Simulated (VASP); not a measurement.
Band structure of GeSe2 (relaxed from the 3R-MoS2 structure, space group R3m). Computed with PBEsol GGA, VASP's PBE PAW potentials (set 64) (plane waves; VASP).

Without a dispersion term in the relaxation, distances and binding between the weakly bound layers, chains or molecules are unreliable, and so is what depends on them.

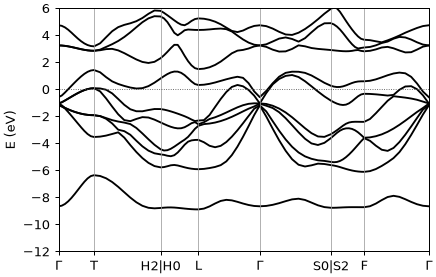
Figure. Bands along high-symmetry lines, zero at the valence-band maximum or, without a gap, the Fermi level

### Question
Read the plot: is there a gap, and where are the band edges?

### Answer
It has no gap at this level: it comes out as a metal or semimetal. (Edges off the drawn lines would not show.)

The structure was generated: GeSe2 was put into the 3R-MoS2 type (R3m), which need not be its known phase. It was relaxed first, which changed the volume by +18 %.
